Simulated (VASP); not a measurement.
Band structure of CsBr (CsCl type). Level of theory: revPBE GGA, VASP's PBE PAW potentials (set 64) (plane waves; VASP).

Unless said otherwise, spin-orbit coupling is left out, though it shifts the bands of the heavy elements here.

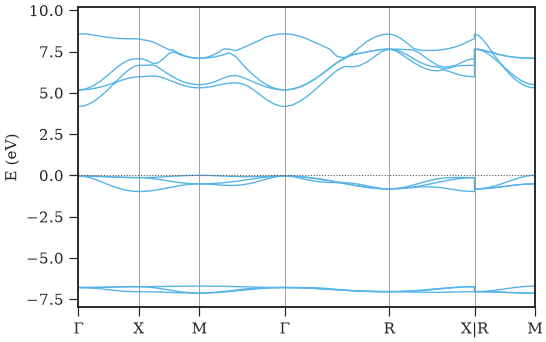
Figure. Bands along high-symmetry lines, zero at the valence-band maximum or, without a gap, the Fermi level

### Question
Read the plot: is there a gap, and where are the band edges?

### Answer
The gap is indirect, 4.17 eV, from the valence maximum at M to the conduction minimum at Γ. (Edges off the drawn lines would not show.)

Measured: gap 7.30 eV (computed value off by -3.13 eV), as given by Aguado et al., (1998), arXiv:cond-mat/9809176.

The compound is CsBr in the CsCl type structure. It was relaxed first, which changed the volume by +18 %.
